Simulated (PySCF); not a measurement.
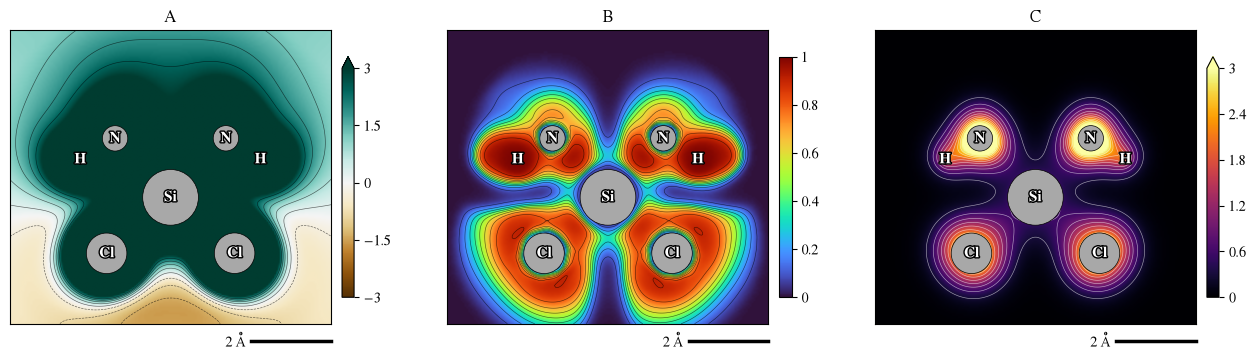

Cl₄H₆N₂Si: 3 fields on the plane of atoms N2, Si1 and N7, with unlabelled colour scales. Grey discs cover the atomic cores.

Geometry: PBE0-D3(BJ)/def2-SVP.

All numbers below come from PySCF 2.14.0, PBE0/pcSseg-1, SCF density, gas phase, non-relativistic.

Q: The panels show electron density, electron localisation function and electrostatic potential in some order. Assign them.

A: Panel A: electrostatic potential (strongly positive close to the atoms, with negative regions outside electron-rich atoms). Panel B: electron localisation function. Panel C: electron density. From the grid: Si–N (2.03 Å): ρ at the midpoint is about 0.62 e/Å³, with its minimum of 0.47 e/Å³ about 0.8 Å from Si; the ELF peaks at about 0.95 between the atoms (a shared but strongly polarised pair). Si–Cl (2.13 Å): ρ at the midpoint is about 0.82 e/Å³; the ELF peaks at about 0.90 between the atoms: a shared but strongly polarised pair.
